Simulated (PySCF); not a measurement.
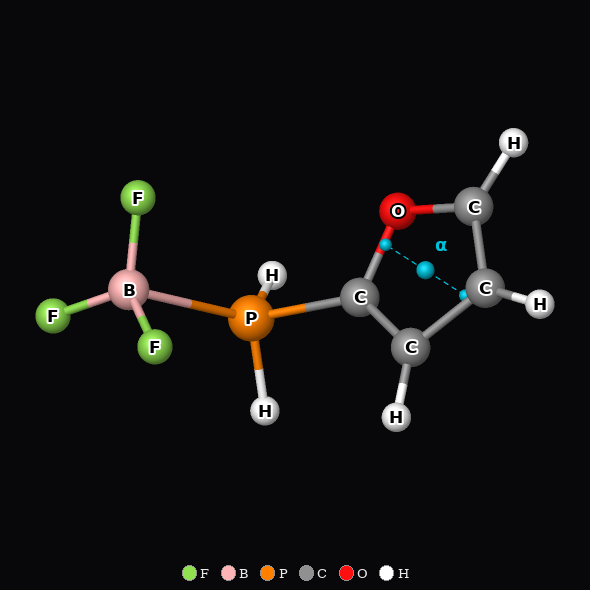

The small points mark where nucleus-independent chemical shifts (NICS) were computed: at the centre of each lettered ring and 1 Å above and below it. The geometry was computed by an optimisation with GFN2-xTB. No frequency run is at hand to confirm it as a minimum. Level of theory: GIAO PBE0/pcSseg-1 NMR shielding, non-relativistic, gas phase (PySCF 2.14.0).

Give NICS(0), NICS(1) and the out-of-plane component NICS(1)zz for each ring (means of the two sides).

```
ring  members  NICS(0)  NICS(1)  NICS(1)zz
   α      C4O    −11.9    −10.4      −26.8
```

Values in ppm.

> What do the values say about the ring currents?

Ring α: diatropic, as in an aromatic ring. NICS is one index among several.

The geometry is semi-empirical. Around B, P such bond lengths and angles can be off by a tenth of an ångström or more and by several degrees, and values that hang on the shape move with them.
